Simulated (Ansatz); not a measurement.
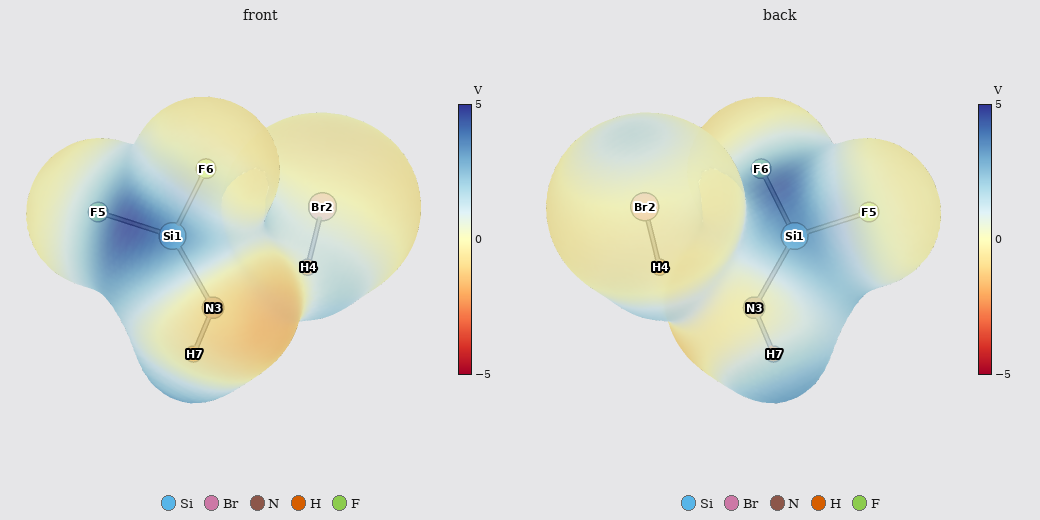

The picture shows: F2HNSi···HBr. The electrostatic potential painted on the density surface at 0.004 e/bohr³, seen from the front and from behind; the colour scale runs from red (negative) to blue (positive).

Not at a stationary point (largest force 0.7 eV/Å).

These are results of Ansatz 0.2.0, UKS B3LYP-D4/def2-mTZVP, not measurements.

Input

```
crystal:
  periodic: [false, false, false]
  atoms:
    - { symbol: Si, position_ang: [-0.7073, -0.0493, 0.1466] }
    - { symbol: Br, position_ang: [1.2657, 0.9955, 1.6599] }
    - { symbol: "N", position_ang: [0.577, -0.3527, -0.8452] }
    - { symbol: H, position_ang: [1.5704, 0.1881, -0.1381] }
    - { symbol: F, position_ang: [-1.8682, 1.008, -0.0772] }
    - { symbol: F, position_ang: [-1.4738, -1.1039, 1.0462] }
    - { symbol: H, position_ang: [0.6362, -0.6855, -1.7922] }
magnetization:
  spin_polarized: true
basis:
  gaussian: { orbitals: def2-mTZVP }
hamiltonian:
  xc: b3lyp
  dispersion: d4
relax:
  f_tol: 0.15
  max_steps: 25
  restrain:
    - { distance: [3, 1], at: 1.51, k: 30.0 }
    - { distance: [0, 1], at: 3.61, k: 30.0 }
    - { distance: [3, 2], at: 2.32, k: 30.0 }
output:
  orbitals: {}
```

Command:

```sh
ansatz run input.yaml --threads 4 --pin off --max-ram 5120MiB --backend cpu --events-out ev --progress --plain --runs-dir out
```

The fields are those of the run's last geometry, not of the input's.

Question: Which sites attract a positive test charge, and which a negative one?

Answer: A positive charge is drawn to the negative regions and a negative charge to the positive ones. The most negative region (about −1.6 V) lies over N3, the most positive (about +4.5 V) over Si1. Br2 shows a σ-hole: about +1.3 V at the tip opposite its bond, against about −0.3 V on its flanks. N3 is the likeliest acceptor of a hydrogen bond.
